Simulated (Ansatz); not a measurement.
# Geometry relaxation, with input and output: CH$_{7}$BFGeN (part 2 of 2)

Continued. System: CH$_{7}$BFGeN. Method: RKS PBE0-D4/def2-TZVP (Ansatz 0.2.0). The geometry: PBE-D4/def2-SVP start.

### Trajectory as extended XYZ, continued
```
12
Properties=species:S:1:pos:R:3:forces:R:3 step=6 energy=-62543.83393
C    -1.0051   -0.2441    1.0172   -0.0210   0.0071  -0.0132
N    -0.2109    0.1050   -0.1475    0.0168  -0.0080   0.0103
Ge    1.6037   -0.2951   -0.0223   -0.0042   0.0049  -0.0094
B    -0.7988    0.6878   -1.2682    0.0029   0.0045  -0.0106
F    -0.0522    0.9916   -2.3401   -0.0026  -0.0013   0.0063
H    -2.0491    0.0289    0.8524    0.0051  -0.0019   0.0017
H    -0.6549    0.2803    1.9124    0.0012   0.0013   0.0043
H    -0.9660   -1.3193    1.2222    0.0004  -0.0032   0.0014
H     2.3318    0.2429   -1.2517    0.0003  -0.0014  -0.0006
H     1.7378   -1.8233    0.0963   -0.0001   0.0001   0.0021
H     2.1128    0.3575    1.2746    0.0005   0.0006   0.0005
H    -1.9720    0.9326   -1.3114    0.0008  -0.0028   0.0073
12
Properties=species:S:1:pos:R:3:forces:R:3 step=7 energy=-62543.83398
C    -1.0058   -0.2453    1.0163   -0.0070   0.0038  -0.0097
N    -0.2101    0.1052   -0.1474    0.0008  -0.0067   0.0090
Ge    1.6043   -0.2950   -0.0224   -0.0003   0.0031  -0.0040
B    -0.7984    0.6894   -1.2672    0.0016   0.0047  -0.0075
F    -0.0524    0.9957   -2.3387   -0.0019  -0.0015   0.0056
H    -2.0496    0.0276    0.8505    0.0057  -0.0017   0.0014
H    -0.6565    0.2784    1.9125   -0.0016  -0.0018  -0.0004
H    -0.9663   -1.3209    1.2203   -0.0005   0.0026   0.0006
H     2.3316    0.2373   -1.2549   -0.0016  -0.0019   0.0011
H     1.7371   -1.8229    0.1028    0.0001   0.0017   0.0008
H     2.1151    0.3624    1.2715    0.0012   0.0002  -0.0016
H    -1.9720    0.9331   -1.3092    0.0035  -0.0025   0.0047
12
Properties=species:S:1:pos:R:3:forces:R:3 step=8 energy=-62543.83409
C    -1.0078   -0.2515    1.0127    0.0175  -0.0034  -0.0008
N    -0.2089    0.1051   -0.1472   -0.0223  -0.0052   0.0100
Ge    1.6049   -0.2944   -0.0220    0.0149  -0.0024   0.0001
B    -0.7968    0.6964   -1.2636    0.0039   0.0080  -0.0036
F    -0.0505    1.0126   -2.3319   -0.0027  -0.0018   0.0027
H    -2.0515    0.0204    0.8452    0.0019   0.0004  -0.0004
H    -0.6617    0.2689    1.9123   -0.0055  -0.0052  -0.0061
H    -0.9668   -1.3281    1.2122   -0.0020   0.0092  -0.0001
H     2.3276    0.2124   -1.2683   -0.0056  -0.0031   0.0076
H     1.7339   -1.8206    0.1310   -0.0009   0.0091   0.0004
H     2.1256    0.3852    1.2572   -0.0027  -0.0036  -0.0086
H    -1.9709    0.9383   -1.3035    0.0037  -0.0021  -0.0014
12
Properties=species:S:1:pos:R:3:forces:R:3 step=9 energy=-62543.83415
C    -1.0087   -0.2576    1.0099    0.0166  -0.0046   0.0018
N    -0.2088    0.1046   -0.1476   -0.0217  -0.0025   0.0046
Ge    1.6051   -0.2941   -0.0221    0.0168  -0.0029   0.0060
B    -0.7955    0.7033   -1.2607    0.0058   0.0044  -0.0021
F    -0.0479    1.0277   -2.3257   -0.0042  -0.0017   0.0043
H    -2.0524    0.0138    0.8422    0.0006   0.0008  -0.0006
H    -0.6646    0.2596    1.9122   -0.0046  -0.0048  -0.0067
H    -0.9666   -1.3349    1.2051   -0.0016   0.0092  -0.0006
H     2.3234    0.1905   -1.2802   -0.0073  -0.0069   0.0132
H     1.7303   -1.8180    0.1577   -0.0003   0.0152  -0.0040
H     2.1326    0.4057    1.2437   -0.0024  -0.0056  -0.0132
H    -1.9697    0.9442   -1.3005    0.0022  -0.0007  -0.0025
12
Properties=species:S:1:pos:R:3:forces:R:3 step=10 energy=-62543.83418
C    -1.0101   -0.2625    1.0079    0.0091  -0.0035   0.0050
N    -0.2094    0.1040   -0.1473   -0.0089   0.0035   0.0001
Ge    1.6051   -0.2933   -0.0212    0.0188  -0.0059  -0.0027
B    -0.7943    0.7090   -1.2581    0.0056  -0.0062  -0.0040
F    -0.0453    1.0389   -2.3203   -0.0045   0.0009   0.0071
H    -2.0538    0.0089    0.8398   -0.0002   0.0006  -0.0004
H    -0.6678    0.2519    1.9124   -0.0027  -0.0028  -0.0045
H    -0.9676   -1.3402    1.1997   -0.0006   0.0059  -0.0012
H     2.3199    0.1715   -1.2886   -0.0084  -0.0021   0.0126
H     1.7289   -1.8152    0.1762   -0.0026   0.0159   0.0023
H     2.1403    0.4230    1.2322   -0.0067  -0.0088  -0.0126
H    -1.9686    0.9487   -1.2986    0.0011   0.0024  -0.0017
12
Properties=species:S:1:pos:R:3:forces:R:3 step=11 energy=-62543.83421
C    -1.0102   -0.2663    1.0065   -0.0067  -0.0010   0.0003
N    -0.2101    0.1033   -0.1478    0.0055   0.0001  -0.0061
Ge    1.6049   -0.2932   -0.0214    0.0086  -0.0011  -0.0004
B    -0.7938    0.7119   -1.2572    0.0078   0.0103   0.0061
F    -0.0428    1.0487   -2.3160   -0.0052  -0.0059   0.0043
H    -2.0541    0.0048    0.8392    0.0011  -0.0003   0.0003
H    -0.6687    0.2464    1.9121    0.0010   0.0003  -0.0009
H    -0.9669   -1.3442    1.1960    0.0003   0.0003  -0.0003
H     2.3164    0.1591   -1.2950   -0.0052  -0.0048   0.0108
H     1.7263   -1.8128    0.1926   -0.0010   0.0113  -0.0024
H     2.1439    0.4342    1.2235   -0.0051  -0.0050  -0.0098
H    -1.9678    0.9528   -1.2986   -0.0012  -0.0042  -0.0019
12
Properties=species:S:1:pos:R:3:forces:R:3 step=12 energy=-62543.83422
C    -1.0100   -0.2670    1.0062   -0.0071   0.0021  -0.0009
N    -0.2099    0.1035   -0.1477    0.0062   0.0045  -0.0052
Ge    1.6051   -0.2933   -0.0219   -0.0008   0.0021   0.0044
B    -0.7933    0.7139   -1.2563   -0.0001  -0.0115  -0.0029
F    -0.0427    1.0493   -2.3156   -0.0011   0.0023   0.0046
H    -2.0539    0.0046    0.8392    0.0012  -0.0005   0.0001
H    -0.6684    0.2447    1.9123    0.0014   0.0008   0.0013
H    -0.9672   -1.3451    1.1947    0.0008  -0.0016  -0.0004
H     2.3159    0.1572   -1.2960   -0.0016  -0.0045   0.0047
H     1.7256   -1.8119    0.1961    0.0006   0.0037  -0.0045
H     2.1437    0.4360    1.2216    0.0003  -0.0006  -0.0036
H    -1.9677    0.9529   -1.2986    0.0003   0.0032   0.0022
12
Properties=species:S:1:pos:R:3:forces:R:3 step=13 energy=-62543.83423
C    -1.0103   -0.2668    1.0060    0.0039  -0.0003  -0.0011
N    -0.2097    0.1040   -0.1477    0.0034  -0.0034   0.0062
Ge    1.6051   -0.2930   -0.0213   -0.0008   0.0004   0.0009
B    -0.7934    0.7133   -1.2564   -0.0050   0.0034  -0.0047
F    -0.0431    1.0500   -2.3154    0.0009  -0.0002  -0.0001
H    -2.0542    0.0045    0.8391    0.0002   0.0008  -0.0013
H    -0.6685    0.2447    1.9122   -0.0011  -0.0002   0.0005
H    -0.9670   -1.3450    1.1940   -0.0010  -0.0008   0.0013
H     2.3164    0.1557   -1.2954   -0.0002   0.0001  -0.0007
H     1.7253   -1.8116    0.1956   -0.0001   0.0002  -0.0001
H     2.1444    0.4366    1.2214    0.0000  -0.0002  -0.0003
H    -1.9678    0.9524   -1.2980   -0.0002   0.0002  -0.0006
12
Properties=species:S:1:pos:R:3:forces:R:3 step=14 energy=-62543.83423
C    -1.0104   -0.2672    1.0059    0.0003   0.0003  -0.0007
N    -0.2097    0.1039   -0.1476    0.0029  -0.0010   0.0019
Ge    1.6051   -0.2930   -0.0213   -0.0007   0.0001  -0.0001
B    -0.7933    0.7137   -1.2562   -0.0021   0.0007  -0.0018
F    -0.0428    1.0508   -2.3150    0.0001  -0.0001   0.0007
H    -2.0542    0.0042    0.8387    0.0000   0.0002  -0.0004
H    -0.6689    0.2442    1.9123   -0.0002   0.0001   0.0004
H    -0.9671   -1.3454    1.1939   -0.0003  -0.0006   0.0005
H     2.3159    0.1546   -1.2962   -0.0001  -0.0001   0.0005
H     1.7253   -1.8114    0.1969    0.0001   0.0005   0.0000
H     2.1450    0.4377    1.2206    0.0000  -0.0004  -0.0007
H    -1.9677    0.9528   -1.2980   -0.0001   0.0002  -0.0001
```

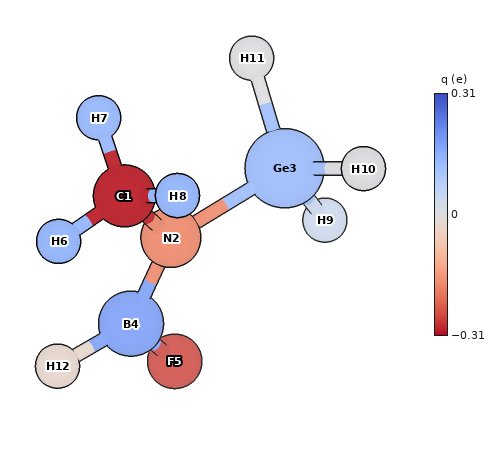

Mulliken charges, as the colour of each atom (ball-and-stick view, seen at a tilt; atoms are numbered from 1 in the order of the input). By element: C −0.29, N −0.18, Ge +0.13, B +0.18, F −0.26 and H −0.03 to +0.14 e.

The run was set up as follows.

### Input
```yaml
crystal:
  periodic: [false, false, false]
  atoms:
    - {symbol: C, position_ang: [-1.017107, -0.237559, 1.027649]}
    - {symbol: N, position_ang: [-0.213460, 0.103141, -0.142011]}
    - {symbol: Ge, position_ang: [1.624212, -0.298935, -0.024524]}
    - {symbol: B, position_ang: [-0.798912, 0.684922, -1.284438]}
    - {symbol: F, position_ang: [-0.043658, 0.976147, -2.364335]}
    - {symbol: H, position_ang: [-2.075049, 0.044048, 0.856120]}
    - {symbol: H, position_ang: [-0.666696, 0.293833, 1.940402]}
    - {symbol: H, position_ang: [-0.988728, -1.328228, 1.247887]}
    - {symbol: H, position_ang: [2.342790, 0.278947, -1.258236]}
    - {symbol: H, position_ang: [1.770760, -1.842083, 0.061220]}
    - {symbol: H, position_ang: [2.135188, 0.335982, 1.296621]}
    - {symbol: H, position_ang: [-1.992240, 0.934584, -1.322356]}
basis:
  gaussian: {orbitals: def2-TZVP}
hamiltonian: {xc: pbe0, dispersion: d4}
relax: {f_tol: 0.005, max_steps: 150}
```

Run as:
```bash
ansatz run in.yaml --threads 4 --pin off --events-out ev --progress --plain --max-ram 10444MiB
```

### Summary

- outcome: converged
- total energy: −62543.8343 eV
- mean-field energy: −62543.6282 eV
- dispersion energy: −0.2060 eV
- SCF solution under orbital rotations: stable
- largest force (length of the vector) at the end: 0.004 eV/Å
- dipole moment: 2.15 D
- hardware: 4 threads of Intel Xeon, 15 GiB of memory available, shared host
- wall time: 42 s (CPU time 2.5 min)
- peak memory: 0.65 GiB
